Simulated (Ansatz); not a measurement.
Starting cell, CdTe (zinc blende):

```yaml
crystal:
  lattice:
    - [0.00000, 6.61805, 6.61805]
    - [3.30902, 3.30902, 6.61805]
    - [3.30902, 3.30902, 0.00000]
  atoms:
    - { symbol: Te, position: [0.00000, 0.75000, 0.75000] }
    - { symbol: Te, position: [0.50000, 0.75000, 0.75000] }
    - { symbol: Cd, position: [0.00000, 0.00000, 0.00000] }
    - { symbol: Cd, position: [0.50000, 0.00000, 0.00000] }
```

A phonon eigenvector at X = (0.5, 0.5, 0.0) is frozen into this cell: atom i moves by Q times the vector below, so Q is the largest atomic displacement, in Å. The cell is held. It is one choice among 2 degenerate patterns. (q is in reciprocal vectors of the primitive cell; the cell shown is doubled to hold the pattern.)

```
atom       x       y      z
----  ------  ------  -----
Te1    0.000  -1.000  0.000
Te2    0.000   1.000  0.000
Cd3    0.817   0.000  0.000
Cd4   -0.817   0.000  0.000
```

These are PBE (plane waves to 420 eV, PAW, scalar-relativistic; Ansatz, a first-principles code) values and carry that method's errors. k mesh 9×9×9 (Γ-centred), Fermi-Dirac smearing 0.05 eV. Energies are smeared free energies. CdTe was relaxed with its symmetry unable to fall. Spin-orbit coupling is left out, though Te is heavy. ΔE is measured from the undisplaced structure.

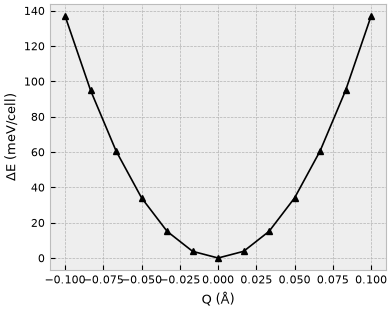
Figure. ΔE (meV/cell) against Q (Å); computed points joined by lines.

What is the energy change at Q = 0.100 Å?

About 140 meV/cell.

What harmonic wavenumber does the curvature at Q = 0 give?

About 140 cm⁻¹.

(For displaced atoms, the force is minus the slope of the energy, and its curvature is a force constant, which sets phonon frequencies.)
